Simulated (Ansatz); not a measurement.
# CHGaP (quartet): correlated methods under varied settings

What do other methods and options give for CHGaP (quartet) at this geometry, and how long do they take?

The runs use Ansatz 0.2.0, Gaussian basis; the settings change from run to run.

20 further runs of the same task are left out: 2 for a known fault of the program, 8 that didn't finish, 10 set aside as unsound or not needed. Runs told in other sessions of the task aren't counted.

## 1. What is computed

The geometry is a PBE0/def2-TZVP stationary point (not a proven minimum) of the parent state, kept for this charge and spin. No spin-orbit coupling is included. The filled d shell of Ga may be among the frozen orbitals whatever the setting's name suggests.

4 atoms, charge 0, spin multiplicity 4.

Atoms are counted from 1 here; the program's logs count them from 0.

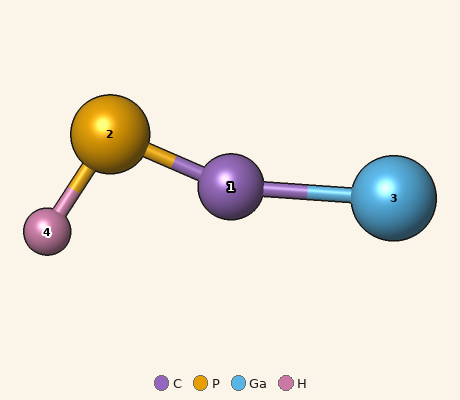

The geometry (carbon purple, phosphorus amber, gallium blue, hydrogen pink); atoms are numbered from 1 in the order of the file.

## 2. HF (ROHF)/cc-pVDZ

File in.yaml:

```yaml
crystal:
  periodic: [false, false, false]
  atoms:
    - {symbol: C, position_ang: [0.000019, 0.093361, -0.430570]}
    - {symbol: P, position_ang: [0.000000, 0.456451, 1.162034]}
    - {symbol: Ga, position_ang: [0.000001, 0.328493, -2.438501]}
    - {symbol: H, position_ang: [-0.000020, -0.878305, 1.707037]}
basis:
  gaussian: {orbitals: cc-pVDZ, point_charges: [{charge: 0.50, position_ang: [2.973, -0.153, -0.487]}]}
magnetization: {spin_polarized: false, initial_magnetization: 3}
hamiltonian: {xc: hf}
output: {forces: true, orbitals: {seedname: orbitals}}
```

Run with:

```
$ ansatz run in.yaml --threads 1 --pin off --events-out ev --progress --plain --max-ram 2393MiB
```

Output:

```text
Functional definition: HF
  name "HF"
  cite "Fock, Z. Phys. 61, 126 (1930) doi:10.1007/BF01340294"
  parent pbe
  exchange = exact_x
  correlation = 0
692 factors; integrals over basis functions are off by at most 1.4e-3 eV
mean field evaluation 1: about -62644.5939 eV, gradient 1.9e1 eV
mean field evaluation 2: about -62644.6014 eV, gradient 1.9e1 eV
mean field evaluation 4: about -62646.7429 eV, gradient 3.2e0 eV
mean field evaluation 8: about -62647.4593 eV, gradient 1.2e0 eV
mean field evaluation 16: about -62587.6812 eV, gradient 1.5e2 eV
mean field evaluation 32: about -62646.4238 eV, gradient 5.3e0 eV
mean field evaluation 64: about -62644.9488 eV, gradient 5.2e0 eV
mean field evaluation 96: about -62646.3071 eV, gradient 5.4e0 eV
mean field -62647.57728416 eV, -2302.2560011398 hartree, gradient 2.8e-5 eV, S^2 3.750000; 3 other end points of the search recorded, 0 dependent functions left out
the calculation of the forces begins
reference -62647.57728416 eV, -2302.2560011398 hartree; 28, 25 occupied and 36, 39 virtual orbitals, 692 factors
Total energy: -62647.57728416 eV, -2302.2560011398 hartree
Atom 0 at     0.000019     0.093361    -0.430570 Å, force     0.189940     0.148796    -2.279399 eV/Å
Atom 1 at     0.000000     0.456451     1.162034 Å, force     0.068347    -0.132084     0.815423 eV/Å
Atom 2 at     0.000001     0.328493    -2.438501 Å, force     0.027425    -0.276992     1.604693 eV/Å
Atom 3 at    -0.000020    -0.878305     1.707037 Å, force    -0.052694     0.213232    -0.125355 eV/Å
Dipole moment:    -0.233831    -0.017250    -0.439505 e Å
```

It took 3.8 s on 1 thread of Arm Neoverse V1, shared host.

## 3. BCCD on ROHF/cc-pVDZ

Edit in.yaml of step 2 so:

```diff
@@ -8,5 +8,4 @@
 basis:
-  gaussian: {orbitals: cc-pVDZ, point_charges: [{charge: 0.50, position_ang: [2.973, -0.153, -0.487]}]}
+  gaussian: {orbitals: cc-pVDZ}
 magnetization: {spin_polarized: false, initial_magnetization: 3}
-hamiltonian: {xc: hf}
-output: {forces: true, orbitals: {seedname: orbitals}}
+correlation: {method: bccd, electrons: outside_noble_gas}
```

Launched as before.

Output, shortened:

```text
Functional definition: HF
  name "HF"
  cite "Fock, Z. Phys. 61, 126 (1930) doi:10.1007/BF01340294"
  parent pbe
[...]
692 factors; integrals over basis functions are off by at most 1.4e-3 eV
[...]
mean field -62647.33153956 eV, -2302.2469701925 hartree, gradient 2.0e-6 eV, S^2 3.750000; 16 other end points of the search recorded, 0 dependent functions left out
[...]
determinant -62647.33153956 eV, -2302.2469701925 hartree, with singles and doubles -62654.83295826 eV, -2302.5226422449 hartree
determinant -62647.27611136 eV, -2302.2449332436 hartree, with singles and doubles -62655.26211582 eV, -2302.5384134942 hartree
determinant -62646.80541541 eV, -2302.2276354863 hartree, with singles and doubles -62654.57221754 eV, -2302.5130602004 hartree
determinant -62644.34744960 eV, -2302.1373069089 hartree, with singles and doubles -62652.03558033 eV, -2302.4198405020 hartree
determinant -62647.33153956 eV, -2302.2469701925 hartree, with singles and doubles -62654.83370331 eV, -2302.5226696250 hartree
determinant -62647.27611136 eV, -2302.2449332436 hartree, with singles and doubles -62655.27187689 eV, -2302.5387722072 hartree
20 core orbitals not correlated: weight in the atoms' cores, before any rotation towards them, 0.998 or more for the frozen orbitals, at most 0.002 for the correlated occupied ones
reference -62647.27611136 eV, -2302.2449332436 hartree; 8, 5 occupied and 36, 39 virtual orbitals, 692 factors
second order -6.93606946 eV of doubles, -0.09029596 eV of singles
cycle   1  -7.96229418 eV  change    3.3e-2 eV  update   2.8e-2
[...]
cycle  14  -7.96424313 eV  change   -4.0e-6 eV  update   8.9e-6
Total energy: -62655.24035449 eV, -2302.5376137802 hartree
```

Wall time 34 s (1 thread of Arm Neoverse V1, shared host).

From the report: correlation -7.9642 eV; largest double amplitude 0.09.

## 4. CCSD(T)/cc-pVDZ

Edit in.yaml of step 3 so:

```diff
@@ -9,3 +9,6 @@
   gaussian: {orbitals: cc-pVDZ}
-magnetization: {spin_polarized: false, initial_magnetization: 3}
-correlation: {method: bccd, electrons: outside_noble_gas}
+magnetization: {spin_polarized: true, initial_magnetization: 3}
+hamiltonian: {xc: {name: r2SCAN}, pseudopotentials: {relativity: scalar}}
+correlation: {method: ccsd_t, electrons: outside_noble_gas}
+accuracy: high
+scf: {omitted_lower_state_checks: [cluster_reference]}
```

Launched as before.

Output, shortened:

```text
Functional definition: r2SCAN
  name "r2SCAN"
  cite "Furness, Kaplan, Ning, Perdew & Sun, J. Phys. Chem. Lett. 11, 8208 (2020) doi:10.1021/acs.jpclett.0c02405"
  cite "Furness, Kaplan, Ning, Perdew & Sun, J. Phys. Chem. Lett. 11, 9248 (2020) doi:10.1021/acs.jpclett.0c03077"
  parent r2scan
[...]
1333 factors; integrals over basis functions are off by at most 4.4e-9 eV
[...]
mean field -63141.88586414 eV, -2320.4215063999 hartree, gradient 6.3e-8 eV, S^2 3.763777; 5 other end points of the search recorded, 0 dependent functions left out
20 core orbitals not correlated: weight in the atoms' cores, before any rotation towards them, 0.996 or more for the frozen orbitals, at most 0.002 for the correlated occupied ones
reference -63075.65353054 eV, -2317.9875130337 hartree; 8, 5 occupied and 36, 39 virtual orbitals, 1333 factors
second order -8.04756167 eV of doubles, -0.38959869 eV of singles
cycle   1  -8.14290775 eV  change    2.9e-1 eV  update   1.3e-1
[...]
cycle  29  -8.65456388 eV  change  -3.5e-10 eV  update   1.1e-9
perturbative correction -0.51064387 eV, -0.0187658159 hartree
Total energy: -63084.81873828 eV, -2318.3243282060 hartree
Relativity: scalar
Checks for a lower state left out: cluster_reference
```

Wall time 44 s (1 thread of Arm Neoverse V1, shared host); peak memory 0.34 GiB.

From the report: ⟨S²⟩ of the determinant 3.764 (pure quartet: 3.75); correlation -9.1652 eV; T1 0.036; largest double amplitude 0.09. The orbitals are Kohn-Sham ones, so correlation energy and T1 don't compare with those on Hartree-Fock orbitals.

## 5. CCSD on UHF/cc-pVDZ

Edit in.yaml of step 4 so:

```diff
@@ -10,5 +10,3 @@
 magnetization: {spin_polarized: true, initial_magnetization: 3}
-hamiltonian: {xc: {name: r2SCAN}, pseudopotentials: {relativity: scalar}}
-correlation: {method: ccsd_t, electrons: outside_noble_gas}
+correlation: {method: ccsd, electrons: valence}
 accuracy: high
-scf: {omitted_lower_state_checks: [cluster_reference]}
```

Same command.

Output, shortened:

```text
Functional definition: HF
  name "HF"
  cite "Fock, Z. Phys. 61, 126 (1930) doi:10.1007/BF01340294"
  parent pbe
[...]
1334 factors; integrals over basis functions are off by at most 4.4e-9 eV
[...]
mean field -62647.66058271 eV, -2302.2590623052 hartree, gradient 2.0e-8 eV, S^2 3.825036; 28 other end points of the search recorded, 0 dependent functions left out
determinant -62647.66058271 eV, -2302.2590623052 hartree, with singles and doubles -62655.33761214 eV, -2302.5411879331 hartree
determinant -62647.54654279 eV, -2302.2548714152 hartree, with singles and doubles -62655.70078348 eV, -2302.5545342335 hartree
determinant -62647.47642888 eV, -2302.2522947766 hartree, with singles and doubles -62655.77805101 eV, -2302.5573737627 hartree
determinant -62647.46378549 eV, -2302.2518301406 hartree, with singles and doubles -62655.76693242 eV, -2302.5569651622 hartree
[...]
determinant -62647.66058271 eV, -2302.2590623052 hartree, with singles and doubles -62655.33844405 eV, -2302.5412185051 hartree
determinant -62647.54654279 eV, -2302.2548714152 hartree, with singles and doubles -62655.72094663 eV, -2302.5552752155 hartree
determinant -62647.47642888 eV, -2302.2522947766 hartree, with singles and doubles -62655.78283991 eV, -2302.5575497516 hartree
determinant -62647.46378549 eV, -2302.2518301406 hartree, with singles and doubles -62655.77611249 eV, -2302.5573025238 hartree
15 core orbitals not correlated: weight in the atoms' cores, before any rotation towards them, 1.000 or more for the frozen orbitals, at most 0.000 for the correlated occupied ones
reference -62647.47642888 eV, -2302.2522947766 hartree; 13, 10 occupied and 36, 39 virtual orbitals, 1334 factors
second order -7.13708906 eV of doubles, -0.00000000 eV of singles
cycle   1  -8.30640566 eV  change    5.4e-6 eV  update   2.9e-6
[...]
cycle  17  -8.30639723 eV  change   -1.1e-9 eV  update  8.5e-10
Total energy: -62655.78282611 eV, -2302.5575492447 hartree
```

Wall time 1.8 min (1 thread of Arm Neoverse V1, shared host); peak memory 0.32 GiB.

From the report: ⟨S²⟩ of the determinant 3.878 (pure quartet: 3.75); correlation -8.3064 eV; T1 0.043; largest double amplitude 0.09.

## 6. BCCD on ROHF/STO-3G

Edit in.yaml of step 5 so:

```diff
@@ -8,5 +8,5 @@
 basis:
-  gaussian: {orbitals: cc-pVDZ}
-magnetization: {spin_polarized: true, initial_magnetization: 3}
-correlation: {method: ccsd, electrons: valence}
-accuracy: high
+  gaussian: {orbitals: STO-3G}
+magnetization: {spin_polarized: false, initial_magnetization: 3}
+correlation: {method: bccd, electrons: all}
+output: {forces: true}
```

Launched as before.

Output, shortened:

```text
Functional definition: HF
  name "HF"
  cite "Fock, Z. Phys. 61, 126 (1930) doi:10.1007/BF01340294"
  parent pbe
[...]
349 factors; integrals over basis functions are off by at most 4.5e-5 eV
[...]
mean field -61926.37257989 eV, -2275.7522171079 hartree, gradient 2.0e-6 eV, S^2 3.750000; 14 other end points of the search recorded, 0 dependent functions left out
[...]
determinant -61926.37257989 eV, -2275.7522171079 hartree, with singles and doubles -61931.15313398 eV, -2275.9278992303 hartree
determinant -61926.36387965 eV, -2275.7518973800 hartree, with singles and doubles -61931.14321257 eV, -2275.9275346255 hartree
determinant -61924.47489613 eV, -2275.6824785160 hartree, with singles and doubles -61928.80708847 eV, -2275.8416836481 hartree
determinant -61926.37257989 eV, -2275.7522171079 hartree, with singles and doubles -61931.16275035 eV, -2275.9282526257 hartree
determinant -61926.36387965 eV, -2275.7518973800 hartree, with singles and doubles -61931.15281493 eV, -2275.9278875055 hartree
unrestricted determinant -61926.80914501 eV, -2275.7682605804 hartree, S^2 4.3270
reference -61926.37257989 eV, -2275.7522171079 hartree; 28, 25 occupied and 5, 8 virtual orbitals, 349 factors
second order -3.76477216 eV of doubles, -0.04820628 eV of singles
cycle   1  -4.76012701 eV  change    3.0e-2 eV  update   3.2e-2
[...]
cycle  18  -4.73290096 eV  change   -1.1e-9 eV  update   5.2e-9
[...]
Total energy: -61931.10548084 eV, -2275.9261480100 hartree
Atom 0 at     0.000019     0.093361    -0.430570 Å, force    -0.000051    -0.060894    -3.633645 eV/Å
Atom 1 at     0.000000     0.456451     1.162034 Å, force    -0.000004     0.219403     1.358847 eV/Å
Atom 2 at     0.000001     0.328493    -2.438501 Å, force     0.000041    -0.341986     2.606271 eV/Å
Atom 3 at    -0.000020    -0.878305     1.707037 Å, force     0.000014     0.183476    -0.331473 eV/Å
Dipole moment:     0.000000    -0.116899     0.632028 e Å
```

Run time: 1.9 min. Hardware: 1 thread of Arm Neoverse V1, shared host; peak memory 0.32 GiB.

From the report: correlation -4.7329 eV; largest double amplitude 0.16.

## 7. All runs side by side

```
                                               level         correlated  functions  energy (eV)     time
           HF (ROHF)/cc-pVDZ (beside a point charge)                            64  -62647.5773    3.8 s
                                BCCD on ROHF/cc-pVDZ  outside noble gas         64  -62655.2404     34 s
CCSD(T)/cc-pVDZ (on r2SCAN orbitals, relativity set)  outside noble gas         64  -63084.8187     44 s
                                 CCSD on UHF/cc-pVDZ            valence         64  -62655.7828  1.8 min
                                 BCCD on ROHF/STO-3G                all         33  -61931.1055  1.9 min
```

## 8. Results

| quantity | value |
| --- | --- |
| runs | 5 |
| quickest | HF (ROHF)/cc-pVDZ (beside a point charge), 3.8 s |
| slowest | BCCD on ROHF/STO-3G, 1.9 min |

**Reading.** Total energies in different bases, with other cores or another treatment of relativity can't be set against each other. «valence» and «outside noble gas» are the program's key words; the logs give how many orbitals each freezes, and for Ga to Kr the 3d shell needn't follow the word's plain sense. BCCD on ROHF/STO-3G took 29 times as long as HF (ROHF)/cc-pVDZ (beside a point charge); the jobs differ in more than the method.
